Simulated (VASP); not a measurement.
Band structure of SiW2 (relaxed from the Co2Si structure, space group Pnma). All values below come from r2SCAN meta-GGA, VASP's PBE PAW potentials (set 64) (plane waves; VASP).

Unless said otherwise, spin-orbit coupling is left out, though it shifts the bands of the heavy elements here.

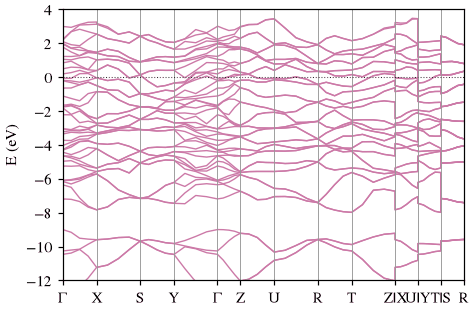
Bands along high-symmetry lines, zero at the valence-band maximum or, without a gap, the Fermi level

Problem. Read the plot: is there a gap, and where are the band edges?

Solution. It has no gap at this level: it comes out as a metal or semimetal.

The structure was generated: SiW2 was put into the Co2Si type (Pnma), which need not be its known phase. It was relaxed first.
